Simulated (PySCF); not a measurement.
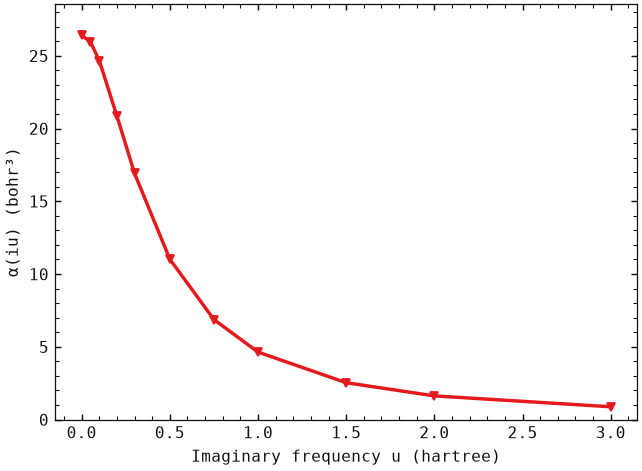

Dipole polarisability at imaginary frequency of an atom or ion with 34 electrons in the configuration [Ar] 3d¹⁰ 4s² 4p⁴. Coupled response at the PBE0 level; PySCF, def2-QZVPPD, non-relativistic, unrestricted single determinants, no spin-orbit coupling.

**Which species is it, and what does the curve give?**

Neutral selenium. The static dipole polarisability is 26.4 bohr³ (the recommended value is 28.9); α(iu) falls to half of it near u = 0.41 hartree. The Casimir–Polder integral gives C₆ = 221 hartree bohr⁶ for two such species.
